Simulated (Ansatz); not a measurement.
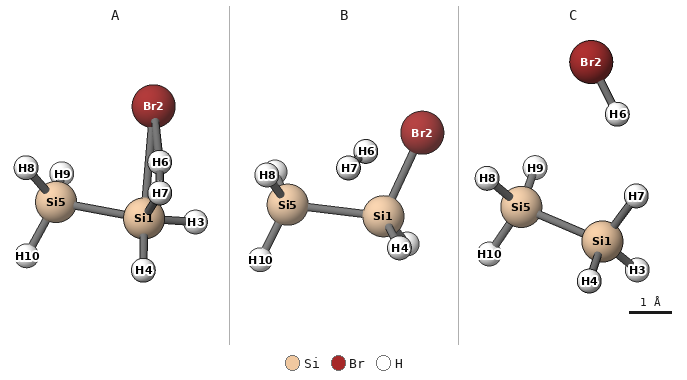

Three geometries of Si2H7Br: a saddle point and the two minima that it joins, in shuffled order. The picture is a ball-and-stick view, seen at a tilt. Sticks join atoms that are closer than about 1.2 times the sum of their covalent radii (a little more with hydrogen).

Stationary points at PBE0-D4/def2-TZVP, single-point energies with CCSD(T)/CBS (def2-TZVPP where no basis is named; Ansatz 0.2.0). The energies are electronic, without zero-point or thermal terms, and both ends are the minima reached downhill from the saddle, with any fragments still in contact. CCSD(T)/CBS stands for a frozen-core estimate: MP2 correlation extrapolated from def2-TZVPP and def2-QZVPP, CCSD(T) minus MP2 from the smaller set.

Question: Identify the saddle point and describe the reaction.

Answer: Frame A is the saddle point. Counted by bonded pieces, B holds H₂ + Si₂H₅Br and C holds HBr + Si₂H₆. From B over the saddle to C, bonds form: Si1–H7 (3.88 → 1.74 → 1.49 Å), Br2–H6 (3.31 → 1.98 → 1.42 Å). Bonds break: Si1–Br2 (2.23 → 2.74 → 4.36 Å), H6–H7 (0.75 → 0.86 → 2.03 Å). The saddle has one imaginary mode, 653i cm⁻¹. With CCSD(T)/CBS the barrier is 50.5 kcal/mol from B and 34.0 kcal/mol from C, and C lies 16.5 kcal/mol above B.
